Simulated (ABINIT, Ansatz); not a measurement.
# Converging GW for LaBiS2O (P4/nmm) in ABINIT, part 2 of 2

Aim: raise bands and screening cutoff together for LaBiS2O (P4/nmm) and follow gap and time.

ABINIT 10.8.3; PBEsol and many-body steps on it, plane waves. Known limits of the many-body steps: not at the basis limit; exchange with frozen shells missing; mesh may overstate the screening; no spin-orbit coupling; coarse k mesh.

So far. Step 3 (Screening, 4×4×1 mesh, 67 bands, screening to 51.7 eV): Local fields lower ε∞ by 7 %. On a Γ-centred mesh this coarse the value itself is usually too large, while a short band sum pulls it down. Step 4 (67 bands, 51.7 eV): The gap on the mesh goes from 0.85 eV to 1.09 eV, a correction of +0.24 eV.

### Step 6. 120 bands, 98 eV

This step: G0W0 on PBEsol, plane waves, norm-conserving pseudopotentials.

run.abi

```
acell 3*1.0 Angstrom
rprim 
  4.055497000000 0.000000000000 0.000000000000
  0.000000000000 4.055497000000 0.000000000000
  0.000000000000 0.000000000000 14.173265000000
ntypat 4
znucl 57 83 16 8
natom 10
typat 1 1 2 2 3 3 3 3 4 4
xred 
  0.500000000000 0.000000000000 0.587742000000
  0.000000000000 0.500000000000 0.412258000000
  0.000000000000 0.500000000000 0.867775000000
  0.500000000000 0.000000000000 0.132225000000
  0.500000000000 0.000000000000 0.890020000000
  0.000000000000 0.500000000000 0.109980000000
  0.000000000000 0.500000000000 0.690201000000
  0.500000000000 0.000000000000 0.309799000000
  0.000000000000 0.000000000000 0.500000000000
  0.500000000000 0.500000000000 0.500000000000
pp_dirpath "pseudos"
pseudos "La.upf, Bi.upf, S.upf, O.upf"
ecut 50
ngkpt 4 4 1
nshiftk 1
shiftk 0 0 0
kptopt 1
chksymbreak 0
istwfk *1
occopt 1
irdwfk 1
optdriver 4
nband 120
gwcalctyp 0
ecutsigx 50
symsigma 1
nkptgw 2
kptgw 
  0.5000000000 0.0000000000 0.0000000000
  0.0000000000 0.0000000000 0.0000000000
bdgw 
  43 46
  43 46
ecuteps 3.6
irdscr 1
ppmodel 1
indata_prefix "in"
outdata_prefix "out"
tmpdata_prefix "tmp"
```

Started as:

```
OMP_NUM_THREADS=1 mpirun -n 4 abinit run.abi > log
```

Numbers of over 12 decimals in the logs are rounded to 6 here.

The program printed:

```text
.Version 10.8.3 of ABINIT. v10.8.2 released Aug 2026.

 Symmetries : space group P4/n m m (#129); Bravais tP (primitive tetrag.)
[... echo of the input left out ...]
== DATASET  1 ==================================================================
-   mpi_nproc: 4, omp_nthreads: 1 (-1 if OMP is not activated)

--- !DatasetInfo
iteration_state: {dtset: 1, }
dimensions: {natom: 10, nkpt: 6, mband: 120, nsppol: 1, nspinor: 1, nspden: 1, mpw: 26636, }
cutoff_energies: {ecut:  50.0, pawecutdg:  -1.0, }
electrons: {nelect:   8.80000000E+01, charge:   0.00000000E+00, occopt:   1.00000000E+00, tsmear:   1.00000000E-02, }

 SIGMA: Calculation of the GW corrections

 Based on a program developped by R.W. Godby, V. Olevano, G. Onida, and L. Reining.
 Incorporated in ABINIT by V. Olevano, G.-M. Rignanese, and M. Torrent.
.Using double precision arithmetic ; gwpc =  8

[... cell and pseudopotentials left out ...]
--------------------------------------------------------------------------------

 ==== K-mesh for the wavefunctions ====
 Number of points in the irreducible wedge :     6
[... list of points left out ...]
 Together with 16 symmetry operations and time-reversal symmetry
 yields    16 points in the full Brillouin Zone.

 ==== Q-mesh for screening function ====
 Number of points in the irreducible wedge :     6
[... list of points left out ...]
 Together with 16 symmetry operations and time-reversal symmetry
 yields    16 points in the full Brillouin Zone.

 vcoul_init : cutoff-mode = AUXILIARY_FUNCTION
 q-points for optical limit:   1
     1)      0.000010    0.000020    0.000030
 setmesh: FFT mesh size selected  =    50x   50x  180
          total number of points  =       450000

 Number of electrons calculated from density =   88.0000; Expected =   88.0000
[...]
number of omega for Sigma on real axis              0
 max omega for Sigma on real axis  [eV]           0.00
 zcut for avoiding poles [eV]                     0.10

 EPSILON^-1 parameters (SCR file):
 dimension of the eps^-1 matrix on file            523
 dimension of the eps^-1 matrix used               523
 number of plane-waves for wavefunctions         26549
 number of bands                                   120
 number of q-points in IBZ                           6
 number of frequencies                               2
 number of real frequencies                          1
 number of imag frequencies                          1

 matrix elements of self-energy operator (all in [eV])

 Perturbative Calculation

--- !SelfEnergy_ee
iteration_state: {dtset: 1, }
kpoint     : [   0.500,    0.000,    0.000, ]
spin       : 1
KS_gap     :    0.851
QP_gap     :    0.996
Delta_QP_KS:    0.145
data: !SigmaeeData |
     Band     E0 <VxcDFT>   SigX SigC(E0)      Z dSigC/dE  Sig(E)    E-E0       E
       43   4.386 -13.203 -14.865   2.100   0.780  -0.281 -12.862   0.342   4.728
       44   4.386 -13.203 -14.865   2.100   0.780  -0.281 -12.862   0.342   4.728
       45   5.237 -11.361  -8.791  -1.960   0.799  -0.252 -10.874   0.487   5.724
[...]
--- !SelfEnergy_ee
iteration_state: {dtset: 1, }
kpoint     : [   0.000,    0.000,    0.000, ]
spin       : 1
KS_gap     :    3.422
QP_gap     :    5.300
Delta_QP_KS:    1.879
data: !SigmaeeData |
     Band     E0 <VxcDFT>   SigX SigC(E0)      Z dSigC/dE  Sig(E)    E-E0       E
[...]
45   7.794 -11.741  -4.681  -4.398   0.783  -0.276  -9.655   2.086   9.880
       46   8.068 -12.287  -8.035  -2.898   0.791  -0.264 -11.215   1.072   9.140

== END DATASET(S) ==============================================================
================================================================================

 -outvars: echo values of variables after computation  --------
           etotal      0.0000000000E+00
            nband         120
             nkpt           6
          spgroup         129
 [... the other variables as echoed above ...]

 Calculation completed.
```

Elapsed: 34 s, on 4 MPI ranks of Arm Neoverse V2, shared host; peak memory 3.7 GiB; 2.2 min of CPU time.

This step gave:

| Item | Value |
| --- | --- |
| G0W0 gap on the points computed | 0.9960 eV |
| starting gap on the mesh | 0.8512 eV |
| k of the valence top | 0.5, 0, 0 |
| k of the conduction bottom | 0.5, 0, 0 |
| Z at the valence top | 0.78 |
| Z at the conduction bottom | 0.799 |
| least direct G0W0 gap on the computed points | 0.9960 eV |

Against G0W0 in ABINIT (4×4×1 mesh, 67 bands, screening to 51.7 eV, Godby-Needs plasmon pole), the gap moves by −0.097 eV.

### Step 7. Screening, 4×4×1 mesh, 231 bands, screening to 149.7 eV

This step: RPA screening on PBEsol, plane waves, norm-conserving pseudopotentials.

run.abi, as its differences from that of step 6:

```diff
@@ -31,17 +31,8 @@
 irdwfk 1
-optdriver 4
-nband 120
-gwcalctyp 0
-ecutsigx 50
-symsigma 1
-nkptgw 2
-kptgw 
-  0.5000000000 0.0000000000 0.0000000000
-  0.0000000000 0.0000000000 0.0000000000
-bdgw 
-  43 46
-  43 46
-ecuteps 3.6
-irdscr 1
-ppmodel 1
+optdriver 3
+nband 231
+ecuteps 5.5
+inclvkb 2
+awtr 1
+symchi 1
 indata_prefix "in"
```

The program printed:

```text
.Version 10.8.3 of ABINIT. v10.8.2 released Aug 2026.

 Symmetries : space group P4/n m m (#129); Bravais tP (primitive tetrag.)
[... echo of the input left out ...]
== DATASET  1 ==================================================================
-   mpi_nproc: 4, omp_nthreads: 1 (-1 if OMP is not activated)

--- !DatasetInfo
iteration_state: {dtset: 1, }
dimensions: {natom: 10, nkpt: 6, mband: 231, nsppol: 1, nspinor: 1, nspden: 1, mpw: 26636, }
cutoff_energies: {ecut:  50.0, pawecutdg:  -1.0, }
[...]
--------------------------------------------------------------------------------
[... chi0 elements left out ...]
 For q-point:  0.000010 0.000020 0.000030
  dielectric constant =  25.1180
  dielectric constant without local fields =  27.4704

  Average fulfillment of the sum rule on Im[epsilon] for q-point    1 :     75.49  [%]
[... wings left out ...]
  q-point number  2        q = ( 0.250000, 0.000000, 0.000000) [r.l.u.]
--------------------------------------------------------------------------------
[... chi0 elements left out ...]
  Average fulfillment of the sum rule on Im[epsilon] for q-point    2 :     76.92  [%]

 [... 4 further q-points ...]
```

Wall time 14 min (4 MPI ranks); peak memory 8.6 GiB.

This step gave:

```
ε∞ with local fields, on this mesh, along the program's q direction : 25.12
the same without local fields                                       : 27.47
plasma frequency                                                    : 22.82 eV
plane waves in the screening matrix                                 : 949
```

### Step 8. 231 bands, 149.7 eV

This step: G0W0 on PBEsol, plane waves, norm-conserving pseudopotentials.

run.abi, as its differences from that of step 7:

```diff
@@ -31,8 +31,17 @@
 irdwfk 1
-optdriver 3
+optdriver 4
 nband 231
+gwcalctyp 0
+ecutsigx 50
+symsigma 1
+nkptgw 2
+kptgw 
+  0.5000000000 0.0000000000 0.0000000000
+  0.0000000000 0.0000000000 0.0000000000
+bdgw 
+  43 46
+  43 46
 ecuteps 5.5
-inclvkb 2
-awtr 1
-symchi 1
+irdscr 1
+ppmodel 1
 indata_prefix "in"
```

The program printed:

```text
.Version 10.8.3 of ABINIT. v10.8.2 released Aug 2026.

 Symmetries : space group P4/n m m (#129); Bravais tP (primitive tetrag.)
[... echo of the input left out ...]
== DATASET  1 ==================================================================
-   mpi_nproc: 4, omp_nthreads: 1 (-1 if OMP is not activated)

--- !DatasetInfo
iteration_state: {dtset: 1, }
dimensions: {natom: 10, nkpt: 6, mband: 231, nsppol: 1, nspinor: 1, nspden: 1, mpw: 26636, }
cutoff_energies: {ecut:  50.0, pawecutdg:  -1.0, }
[...]
Band     E0 <VxcDFT>   SigX SigC(E0)      Z dSigC/dE  Sig(E)    E-E0       E
[...]
45   7.794 -11.741  -4.681  -5.004   0.782  -0.279 -10.133   1.608   9.402
       46   8.068 -12.287  -8.035  -3.483   0.787  -0.271 -11.682   0.605   8.673

== END DATASET(S) ==============================================================
================================================================================

 -outvars: echo values of variables after computation  --------
           etotal      0.0000000000E+00
            nband         231
             nkpt           6
          spgroup         129
 [... the other variables as echoed above ...]

 Calculation completed.
```

It took 2.2 min on 4 MPI ranks; peak memory 6 GiB; 8.8 min of CPU time.

Numbers from this step:

| Item | Value |
| --- | --- |
| G0W0 gap on the points computed | 1.048 eV |
| starting gap on the mesh | 0.8512 eV |
| k of the valence top | 0.5, 0, 0 |
| k of the conduction bottom | 0.5, 0, 0 |
| least direct G0W0 gap on the computed points | 1.048 eV |

Against G0W0 in ABINIT (4×4×1 mesh, 120 bands, screening to 98 eV, Godby-Needs plasmon pole), the gap moves by +0.052 eV.

### Step 9. The runs together

Times are wall times on 4 MPI ranks of Arm Neoverse V2, shared host, good to a factor of about two. A run's time includes the screening step that it read.

```csv
run,mesh,bands,screening cutoff (eV),DFT gap (eV),gap on the mesh (eV),direct (eV),ε∞ used,time
"67 bands, 51.7 eV",4×4×1,67,51.7,0.851,1.093,1.093,24.05,100 s
"120 bands, 98 eV",4×4×1,120,98,0.851,0.996,0.996,25.01,5.4 min
"231 bands, 149.7 eV",4×4×1,231,149.7,0.851,1.048,1.048,25.12,16 min
```

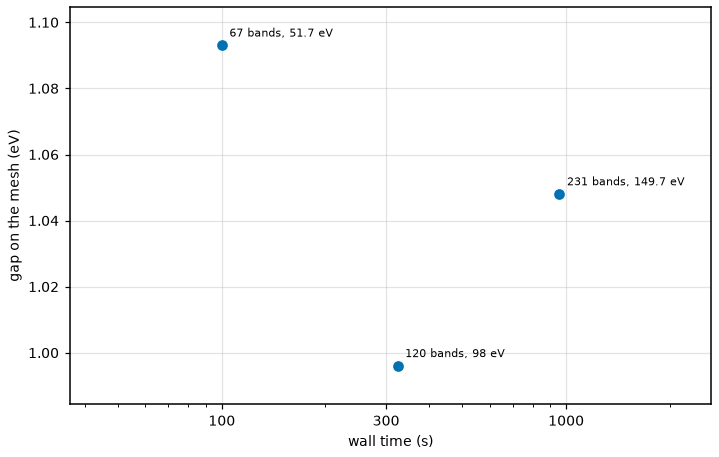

Result against wall time.

### Step 10. Outcome

| Property | Result |
| --- | --- |
| 67 bands, 51.7 eV | 1.093 eV |
| 120 bands, 98 eV | 0.996 eV |
| 231 bands, 149.7 eV | 1.048 eV |
| known limits | not at the basis limit; exchange with frozen shells missing; mesh may overstate the screening; no spin-orbit coupling; coarse k mesh |

**Reading.** From the first rung to the last the gap moves by −0.04 eV for 9.6 times the time. The gap turns back along the series, so no limit is drawn from it. In the G0W0 runs levels were corrected at 2 k points alone, so a gap called «on the mesh» is the least over those, and an edge elsewhere would be missed. The 4×4×1 mesh is coarse for this cell, which bears on the long-range parts of exchange and screening. Where an edge is built on 6p states of lead, bismuth or thallium, scalar-relativistic gaps usually stand too wide, by a few tenths to over one eV. The norm-conserving file of at least one element keeps a d shell over frozen s and p shells of the same row. Exchange with those shells is missing from the self-energy, an error of 0.3 to 0.9 eV in cases checked, whose sign depends on which edge lies on those atoms. For the PBEsol start: The RPA ε∞ on this mesh reaches over 25; with a narrow direct gap a coarse mesh can overstate it, and the correction is then too small. The many-body steps are scalar-relativistic: spin-orbit coupling is not in them.

[Paths, hosts, dates, memory and timing lines, banners, echoed tables and standing remarks are left out of the program output.]

[Logs are printed without paths, hosts, clocks, repeated set-up lines and the standing remarks that a program may print on its own settings, such as how far it seeks lower states.]

[Runs of the session that timed out or met a known fault of the program may be left out.]

[Hosts, paths, dates, database ids (printed as entryN), source tags and the programs' standing remarks are cut or masked in the printed files.]

[G0W0 gaps are taken among the corrected bands and points alone; a level outside them can change the order at an edge.]

[Where Ansatz stands beside ABINIT at settings called matched, ABINIT's density can come from a denser mesh and the files from another edition; pairs whose starting gaps differed by over 0.03 eV were left out, so agreement reads better than it is.]
